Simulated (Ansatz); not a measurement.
# ZrS: energy and stress against strain

The task, for ZrS: strain the cell along the Voigt pattern (0, 1, 0, 0, 0, 0).

The COD entry's cell or inner coordinates are ideal or old and differ from later refinements, so a difference from it is no clean test against experiment.

Method: DFT r2SCAN, scalar-relativistic, plane waves, PAW, in Ansatz 0.2.0.

### Step 1. Starting point

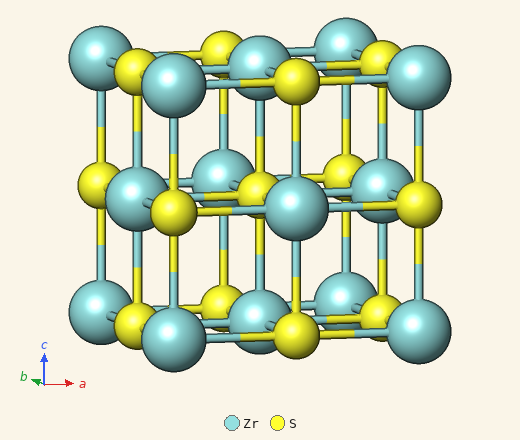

Start, viewed slightly off an axis; zirconium light teal, sulfur yellow. Atoms on the faces are drawn again on the opposite ones. The cell drawn here is the conventional one.

Coordinates:

```
Zr S
1.0
     0.00000    2.62500    2.62500
     2.62500    0.00000    2.62500
     2.62500    2.62500    0.00000
Zr S
1 1
Direct
  0.00000 0.00000 0.00000
  0.50000 0.50000 0.50000
```

No relaxation comes first: the listed cell is the starting point.

### Step 2. Zero of energy

Reference values: F = -5103.9798 eV; pressure -2.01 GPa; largest force 0.000 eV/Å; gap on the mesh none (metal). It was computed beforehand with the settings of the runs below.

### Step 3. The scan: energy and stress against strain

The cell is strained by ε times the Voigt pattern (0, 1, 0, 0, 0, 0) (xx, yy, zz, yz, xz, xy; engineering shear), with fractional coordinates fixed (clamped ions). The stress on the pattern is the sum of the stress components weighted by it, tension positive.

### Step 4. Point ε = -0.1000

Input file input.yaml:

```yaml
crystal:
  lattice:
    - [0.0, 2.3625, 2.625]
    - [2.625, 0.0, 2.625]
    - [2.625, 2.3625, 0.0]
  atoms:
    - { symbol: Zr, position: [0.0, 0.0, 0.0] }
    - { symbol: S, position: [0.5, 0.5, 0.5] }
basis:
  ecutwfc: 500
kpoints:
  mp_grid: { grid: [16, 16, 16] }
hamiltonian:
  xc: r2scan
scf:
  occupations: { method: gaussian, width: 0.15 }
output:
  forces: true
  stress: true
  eigenvalues: true
```

Command:

```sh
ansatz run input.yaml --threads 1 --pin off --max-ram 2560MiB --backend cpu --events-out ev --progress --plain --runs-dir out
```

The log of the run (excerpt; [...] marks lines left out):

```text
Warning: RAYON_NUM_THREADS=1 ignored (pool sized by the plan → 1); use --threads N
[...]
Pseudopotentials: kind: paw
Pseudopotential: Zr, paw, valence charge 12, recommended cutoff 500 eV (meta_gga), Zr.paw.azcp
Pseudopotential: S, paw, valence charge 6, recommended cutoff 500 eV (meta_gga), S.paw.azcp
Functional definition: r2SCAN
[...]
Crystal: 2 atoms, lattice volume = 32.558 Å³
Basis set: ecut = 500 eV, 837 PW (Γ), exchange–correlation on 108×120×108 points (64 copies of the dense FFT grid, shifted against one another)
Bands: 13, of which v1, the nominal top of the filled ones, is band 9 counted from 1 (8 counted from 0)
Symmetry: 16 space group operations
Space group: I4/mmm (ITA 139), of the structure as read, at distance tolerance 3.2e-5 Å
k-points: 349 of 4096
[...]
SCF iter   1: F=—  HF=-5103.396657 eV  |F-HF|=—  |Δ(HF+E_count)|=         —  Δρ=7.92e-3  dr2=2.00e-2  dr2_τ=3.16e-2  ethr=1.77e-3  ⟨swp⟩=5.1  Hψ=60619  notcnv=0
[...]
SCF iter   7: F=-5103.482677 eV  HF=-5103.482677 eV  |F-HF|=2.81e-9  |Δ(HF+E_count)|=   4.08e-7  Δρ=9.34e-6  dr2=3.34e-8  dr2_τ=1.81e-9  ethr=5.56e-10  ⟨swp⟩=8.9  Hψ=29952  notcnv=0
[...]
SCF converged after 7 iterations
Free energy (F): -5103.482677 eV
[...]
E sigma→0 (E₀):  -5103.476863 eV
Entropy (-TS):   -0.011628 eV (-5.814 meV/atom)
Fermi energy:    16.536977 eV
[...]
--- Forces (eV/Å), atoms counted from 1 ---
  atom   1  Zr    -0.00000000     0.00000000    -0.00000000
  atom   2  S      0.00000000     0.00000000     0.00000000
[...]
--- Stress (GPa, compression-positive) ---
        2.984837       0.000000       0.000000
        0.000000      57.036925       0.000000
        0.000000       0.000000       2.984837
  P = ⅓ Tr σ = 21.0022 GPa (210.022 kbar)
--- Band table (eV; the first three rows and the last of 349) ---
  k-point 0: bands = ["-34.9977", "-12.4098", "-12.2484", "-12.2484", "-0.7295", "12.4556", "12.4556", "13.0456", "14.5231", "14.5231", "15.4843", "15.4980", "15.8036", "20.5299", "24.4035", "28.8192", "30.7211"]
[...]
```

It took 67 s on 1 thread of AMD EPYC (Zen 3), shared host; peak memory 0.6 GiB.

### Step 5. ε = 0.0750

input.yaml: that of step 4 with these lines changed.

```diff
@@ -2,5 +2,5 @@
   lattice:
-    - [0.0, 2.3625, 2.625]
+    - [0.0, 2.821875, 2.625]
     - [2.625, 0.0, 2.625]
-    - [2.625, 2.3625, 0.0]
+    - [2.625, 2.821875, 0.0]
   atoms:
```

Command:

```sh
ansatz run input.yaml --threads 1 --pin off --max-ram 2560MiB --backend cpu --events-out ev --progress --plain --runs-dir out
```

The log of the run (excerpt; [...] marks lines left out):

```text
[...]
SCF converged after 7 iterations
Free energy (F): -5103.807346 eV
[...]
E sigma→0 (E₀):  -5103.799323 eV
Entropy (-TS):   -0.016045 eV (-8.023 meV/atom)
Fermi energy:    13.640013 eV
[...]
--- Forces (eV/Å), atoms counted from 1 ---
  atom   1  Zr    -0.00000000     0.00000000    -0.00000000
  atom   2  S      0.00000000    -0.00000000     0.00000000
[...]
--- Stress (GPa, compression-positive) ---
       -5.015597       0.000000       0.000000
        0.000000     -15.711883       0.000000
        0.000000       0.000000      -5.015597
  P = ⅓ Tr σ = -8.5810 GPa (-85.810 kbar)
--- Band table (eV; the first three rows and the last of 349) ---
  k-point 0: bands = ["-38.3673", "-15.6445", "-15.6445", "-15.6374", "-2.8010", "9.6620", "9.7540", "9.7540", "11.9255", "12.6387", "12.6387", "12.7520", "13.1700", "15.6556", "21.3675", "25.1311", "25.1311"]
[...]
```

Run time: 92 s. Hardware: 1 thread of AMD EPYC (Zen 3), shared host; peak memory 0.71 GiB.

### Step 6. Point ε = -0.0500

input.yaml: that of step 5 with these lines changed.

```diff
@@ -2,5 +2,5 @@
   lattice:
-    - [0.0, 2.821875, 2.625]
+    - [0.0, 2.49375, 2.625]
     - [2.625, 0.0, 2.625]
-    - [2.625, 2.821875, 0.0]
+    - [2.625, 2.49375, 0.0]
   atoms:
```

Command:

```sh
ansatz run input.yaml --threads 1 --pin off --max-ram 2560MiB --backend cpu --events-out ev --progress --plain --runs-dir out
```

The log of the run (excerpt; [...] marks lines left out):

```text
[...]
SCF converged after 7 iterations
Free energy (F): -5103.893502 eV
[...]
E sigma→0 (E₀):  -5103.886765 eV
Entropy (-TS):   -0.013474 eV (-6.737 meV/atom)
Fermi energy:    15.649322 eV
[...]
--- Forces (eV/Å), atoms counted from 1 ---
  atom   1  Zr    -0.00000000     0.00000000     0.00000000
  atom   2  S      0.00000000    -0.00000000    -0.00000000
[...]
--- Stress (GPa, compression-positive) ---
        0.270973       0.000000       0.000000
        0.000000      19.436365       0.000000
        0.000000       0.000000       0.270973
  P = ⅓ Tr σ = 6.6594 GPa (66.594 kbar)
--- Band table (eV; the first three rows and the last of 349) ---
  k-point 0: bands = ["-36.0847", "-13.3973", "-13.3545", "-13.3545", "-1.3807", "11.6222", "11.6222", "11.8173", "13.9362", "13.9362", "14.5191", "14.7984", "14.8832", "18.6147", "23.4030", "27.9512", "28.7648"]
[...]
```

Wall time 77 s (1 thread of AMD EPYC (Zen 3), shared host); peak memory 0.62 GiB.

### Step 7. At ε = 0.0250

input.yaml: that of step 6 with these lines changed.

```diff
@@ -2,5 +2,5 @@
   lattice:
-    - [0.0, 2.49375, 2.625]
+    - [0.0, 2.690625, 2.625]
     - [2.625, 0.0, 2.625]
-    - [2.625, 2.49375, 0.0]
+    - [2.625, 2.690625, 0.0]
   atoms:
```

Command:

```sh
ansatz run input.yaml --threads 1 --pin off --max-ram 2560MiB --backend cpu --events-out ev --progress --plain --runs-dir out
```

The log of the run (excerpt; [...] marks lines left out):

```text
Warning: RAYON_NUM_THREADS=1 ignored (pool sized by the plan → 1); use --threads N
[...]
[... 4 set-up lines as earlier in the session ...]
[...]
Crystal: 2 atoms, lattice volume = 37.080 Å³
Basis set: ecut = 500 eV, 941 PW (Γ), exchange–correlation on 120×120×120 points (64 copies of the dense FFT grid, shifted against one another)
Bands: 13, of which v1, the nominal top of the filled ones, is band 9 counted from 1 (8 counted from 0)
[... 1 set-up line as earlier in the session ...]
Space group: I4/mmm (ITA 139), of the structure as read, at distance tolerance 3.3e-5 Å
k-points: 349 of 4096
[...]
SCF iter   1: F=—  HF=-5103.888167 eV  |F-HF|=—  |Δ(HF+E_count)|=         —  Δρ=7.25e-3  dr2=1.86e-2  dr2_τ=1.48e-2  ethr=1.77e-3  ⟨swp⟩=5.2  Hψ=59592  notcnv=0
[...]
SCF iter   7: F=-5103.949462 eV  HF=-5103.949462 eV  |F-HF|=3.23e-9  |Δ(HF+E_count)|=   2.08e-7  Δρ=4.79e-6  dr2=9.27e-9  dr2_τ=2.31e-10  ethr=5.56e-10  ⟨swp⟩=8.0  Hψ=29149  notcnv=0
[...]
SCF converged after 7 iterations
Free energy (F): -5103.949462 eV
[...]
E sigma→0 (E₀):  -5103.942484 eV
Entropy (-TS):   -0.013955 eV (-6.978 meV/atom)
Fermi energy:    14.415607 eV
[...]
--- Forces (eV/Å), atoms counted from 1 ---
  atom   1  Zr    -0.00000000     0.00000000     0.00000000
  atom   2  S      0.00000000    -0.00000000     0.00000000
[...]
--- Stress (GPa, compression-positive) ---
       -3.108751       0.000000      -0.000000
        0.000000      -8.381878      -0.000000
       -0.000000      -0.000000      -3.108751
  P = ⅓ Tr σ = -4.8665 GPa (-48.665 kbar)
--- Band table (eV; the first three rows and the last of 349) ---
  k-point 0: bands = ["-37.5186", "-14.7958", "-14.7958", "-14.7883", "-2.2600", "10.4169", "10.4667", "10.4667", "12.8753", "13.1317", "13.1317", "13.6932", "13.8025", "16.5751", "22.1150", "26.4067", "26.4067"]
[...]
```

It took 90 s on 1 thread of AMD EPYC (Zen 3), shared host; peak memory 0.64 GiB.

### Step 8. ε = 0.1000

input.yaml: that of step 7 with these lines changed.

```diff
@@ -2,5 +2,5 @@
   lattice:
-    - [0.0, 2.690625, 2.625]
+    - [0.0, 2.8875, 2.625]
     - [2.625, 0.0, 2.625]
-    - [2.625, 2.690625, 0.0]
+    - [2.625, 2.8875, 0.0]
   atoms:
```

Command:

```sh
ansatz run input.yaml --threads 1 --pin off --max-ram 2560MiB --backend cpu --events-out ev --progress --plain --runs-dir out
```

The log of the run (excerpt; [...] marks lines left out):

```text
Warning: RAYON_NUM_THREADS=1 ignored (pool sized by the plan → 1); use --threads N
[...]
[... 4 set-up lines as earlier in the session ...]
[...]
Crystal: 2 atoms, lattice volume = 39.793 Å³
Basis set: ecut = 500 eV, 1007 PW (Γ), exchange–correlation on 120×120×120 points (64 copies of the dense FFT grid, shifted against one another)
Bands: 13, of which v1, the nominal top of the filled ones, is band 9 counted from 1 (8 counted from 0)
[... 1 set-up line as earlier in the session ...]
Space group: I4/mmm (ITA 139), of the structure as read, at distance tolerance 3.4e-5 Å
k-points: 349 of 4096
[...]
SCF iter   1: F=—  HF=-5103.665919 eV  |F-HF|=—  |Δ(HF+E_count)|=         —  Δρ=7.36e-3  dr2=2.39e-2  dr2_τ=1.22e-2  ethr=1.77e-3  ⟨swp⟩=5.2  Hψ=59178  notcnv=0
[...]
SCF iter   7: F=-5103.713639 eV  HF=-5103.713639 eV  |F-HF|=4.81e-9  |Δ(HF+E_count)|=   2.46e-7  Δρ=5.69e-6  dr2=1.49e-8  dr2_τ=1.71e-10  ethr=5.56e-10  ⟨swp⟩=8.9  Hψ=29725  notcnv=0
[...]
SCF converged after 7 iterations
Free energy (F): -5103.713639 eV
[...]
E sigma→0 (E₀):  -5103.704937 eV
Entropy (-TS):   -0.017404 eV (-8.702 meV/atom)
Fermi energy:    13.273291 eV
[...]
--- Forces (eV/Å), atoms counted from 1 ---
  atom   1  Zr    -0.00000000     0.00000000    -0.00000000
  atom   2  S      0.00000000     0.00000000     0.00000000
[...]
--- Stress (GPa, compression-positive) ---
       -5.928272       0.000000       0.000000
        0.000000     -17.317136       0.000000
        0.000000       0.000000      -5.928272
  P = ⅓ Tr σ = -9.7246 GPa (-97.246 kbar)
--- Band table (eV; the first three rows and the last of 349) ---
  k-point 0: bands = ["-38.7647", "-16.0409", "-16.0409", "-16.0388", "-3.0620", "9.3168", "9.4133", "9.4133", "11.4870", "12.2730", "12.4021", "12.4021", "12.8627", "15.2781", "21.0233", "24.5635", "24.5635"]
[...]
```

Run time: 92 s. Hardware: 1 thread of AMD EPYC (Zen 3), shared host; peak memory 0.72 GiB.

### Step 9. ε = -0.0750

input.yaml: that of step 8 with these lines changed.

```diff
@@ -2,5 +2,5 @@
   lattice:
-    - [0.0, 2.8875, 2.625]
+    - [0.0, 2.428125, 2.625]
     - [2.625, 0.0, 2.625]
-    - [2.625, 2.8875, 0.0]
+    - [2.625, 2.428125, 0.0]
   atoms:
@@ -20 +20,5 @@
   eigenvalues: true
+  write_density: true
+  write_potential: true
+  elf: true
+  volumetric_format: npy
```

Command:

```sh
ansatz run input.yaml --threads 1 --pin off --max-ram 2560MiB --backend cpu --events-out ev --progress --plain --runs-dir out
```

The log of the run (excerpt; [...] marks lines left out):

```text
[...]
SCF converged after 7 iterations
Free energy (F): -5103.740786 eV
[...]
E sigma→0 (E₀):  -5103.734536 eV
Entropy (-TS):   -0.012500 eV (-6.250 meV/atom)
Fermi energy:    16.092157 eV
[...]
--- Forces (eV/Å), atoms counted from 1 ---
  atom   1  Zr    -0.00000000    -0.00000000     0.00000000
  atom   2  S      0.00000000     0.00000000     0.00000000
[...]
--- Stress (GPa, compression-positive) ---
        1.712429       0.000000       0.000000
        0.000000      35.424871       0.000000
        0.000000       0.000000       1.712429
  P = ⅓ Tr σ = 12.9499 GPa (129.499 kbar)
--- Band table (eV; the first three rows and the last of 349) ---
  k-point 0: bands = ["-35.5538", "-12.9071", "-12.8159", "-12.8159", "-1.0637", "12.0318", "12.0318", "12.3920", "14.2249", "14.2249", "15.1401", "15.1457", "15.2002", "19.5142", "23.8871", "28.3806", "29.6987"]
[...]
```

Run time: 96 s. Hardware: 1 thread of AMD EPYC (Zen 3), shared host; peak memory 0.59 GiB.

Axes a, b and c in the maps are those of this run's conventional cell (a, b, c = 3.712, 3.712, 4.856 Å).

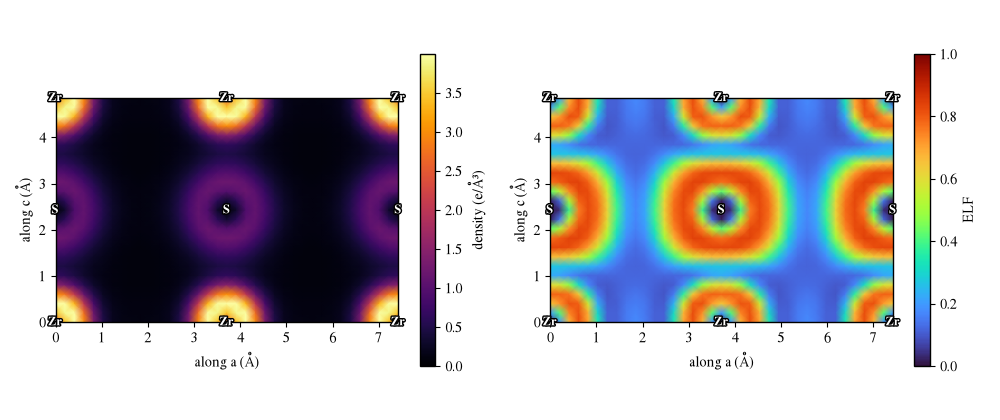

Density (left) and ELF (right) in a lattice plane of the grid's cell (edges 3.71 and 4.86 Å, at 0.000 of the third edge), which holds Zr and S. Only atoms in the plane are labelled. Both are smooth fields of the valence electrons: close to the nuclei they are not physical.

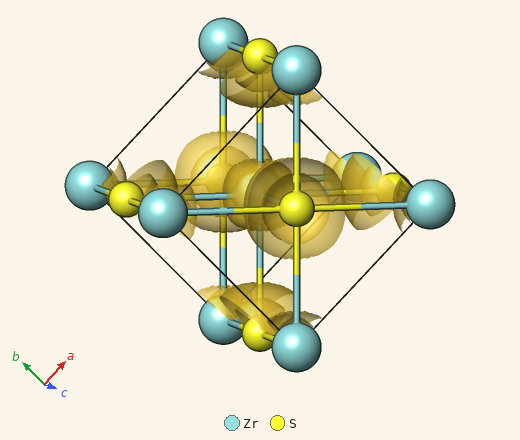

Surface of ELF = 0.78, drawn in one cell.

Maxima of ELF outside the ion cores: 0.84 in the shell around S, 0.8 Å from S.

### Step 10. At ε = 0.0500

input.yaml: that of step 9 with these lines changed.

```diff
@@ -2,5 +2,5 @@
   lattice:
-    - [0.0, 2.428125, 2.625]
+    - [0.0, 2.75625, 2.625]
     - [2.625, 0.0, 2.625]
-    - [2.625, 2.428125, 0.0]
+    - [2.625, 2.75625, 0.0]
   atoms:
@@ -20,5 +20 @@
   eigenvalues: true
-  write_density: true
-  write_potential: true
-  elf: true
-  volumetric_format: npy
```

Command:

```sh
ansatz run input.yaml --threads 1 --pin off --max-ram 2560MiB --backend cpu --events-out ev --progress --plain --runs-dir out
```

The log of the run (excerpt; [...] marks lines left out):

```text
Warning: RAYON_NUM_THREADS=1 ignored (pool sized by the plan → 1); use --threads N
[...]
[... 4 set-up lines as earlier in the session ...]
[...]
Crystal: 2 atoms, lattice volume = 37.985 Å³
Basis set: ecut = 500 eV, 959 PW (Γ), exchange–correlation on 120×120×120 points (64 copies of the dense FFT grid, shifted against one another)
Bands: 13, of which v1, the nominal top of the filled ones, is band 9 counted from 1 (8 counted from 0)
[... 2 set-up lines as earlier in the session ...]
k-points: 349 of 4096
[...]
SCF iter   1: F=—  HF=-5103.831919 eV  |F-HF|=—  |Δ(HF+E_count)|=         —  Δρ=7.26e-3  dr2=1.98e-2  dr2_τ=1.36e-2  ethr=1.77e-3  ⟨swp⟩=5.2  Hψ=59565  notcnv=0
[...]
SCF iter   7: F=-5103.888686 eV  HF=-5103.888686 eV  |F-HF|=3.55e-9  |Δ(HF+E_count)|=   2.12e-7  Δρ=4.43e-6  dr2=7.83e-9  dr2_τ=1.01e-10  ethr=5.56e-10  ⟨swp⟩=8.3  Hψ=29292  notcnv=0
[...]
SCF converged after 7 iterations
Free energy (F): -5103.888686 eV
[...]
E sigma→0 (E₀):  -5103.881384 eV
Entropy (-TS):   -0.014603 eV (-7.301 meV/atom)
Fermi energy:    14.021275 eV
[...]
--- Forces (eV/Å), atoms counted from 1 ---
  atom   1  Zr    -0.00000000     0.00000000     0.00000000
  atom   2  S      0.00000000    -0.00000000    -0.00000000
[...]
--- Stress (GPa, compression-positive) ---
       -4.081528       0.000000      -0.000000
        0.000000     -12.860964      -0.000000
       -0.000000      -0.000000      -4.081528
  P = ⅓ Tr σ = -7.0080 GPa (-70.080 kbar)
--- Band table (eV; the first three rows and the last of 349) ---
  k-point 0: bands = ["-37.9524", "-15.2300", "-15.2300", "-15.2206", "-2.5341", "10.0267", "10.1049", "10.1049", "12.3877", "12.8815", "12.8815", "13.2300", "13.4832", "16.0822", "21.7310", "25.7436", "25.7436"]
[...]
```

Run time: 75 s. Hardware: 1 thread of AMD EPYC (Zen 3), shared host; peak memory 0.67 GiB.

### Step 11. All points together

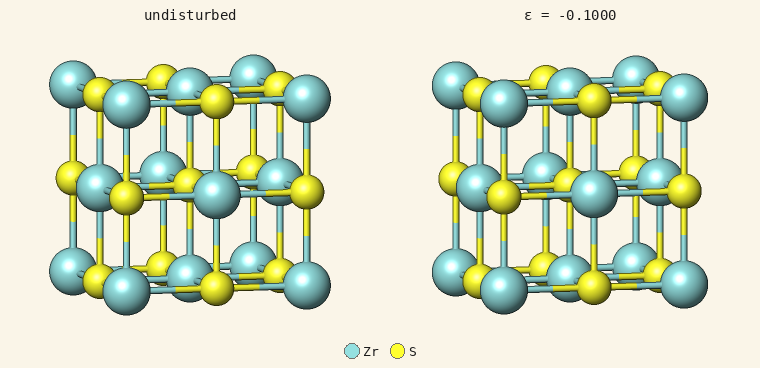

The undisturbed cell and the costliest point of the scan, at one scale, with neighbouring cells.

The scan, with free energies counted from the undisturbed cell:

| ε | ΔE (meV/atom) | stress on the pattern (GPa) | pressure (GPa) |
| --- | --- | --- | --- |
| -0.1000 | 248.6 | -57.04 | 21.0 |
| -0.0750 | 119.5 | -35.42 | 12.9 |
| -0.0500 | 43.2 | -19.44 | 6.7 |
| 0.0000 | 0.0 | 2.01 | -2.0 |
| 0.0250 | 15.2 | 8.38 | -4.9 |
| 0.0500 | 45.6 | 12.86 | -7.0 |
| 0.0750 | 86.2 | 15.71 | -8.6 |
| 0.1000 | 133.1 | 17.32 | -9.7 |

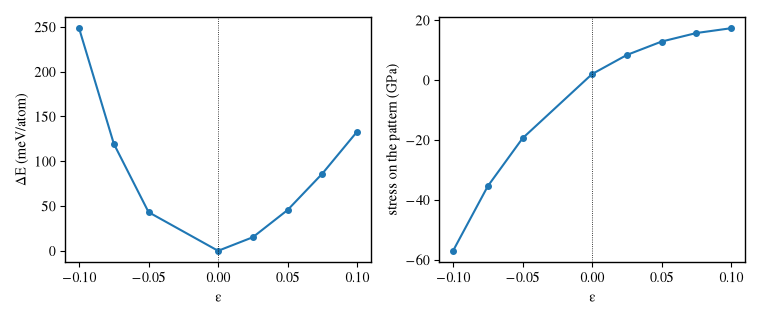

ΔE and stress on the pattern along the scan.

### Step 12. Summary of results

```
                                                              quantity    value
slope of the stress at ε = 0, from the points at -0.0500, 0 and 0.0250  313 GPa
```

The slope of the stress at zero strain, 313 GPa, estimates C22 with clamped ions in this Cartesian frame; letting the atoms relax could not make it stiffer. The step is wide, so higher orders mix in. The reference stands under -2.0 GPa, so this is no zero-stress constant. No sampled point lies below the undisturbed cell. Compression costs more than tension: 248.6 against 133.1 meV/atom at the ends.
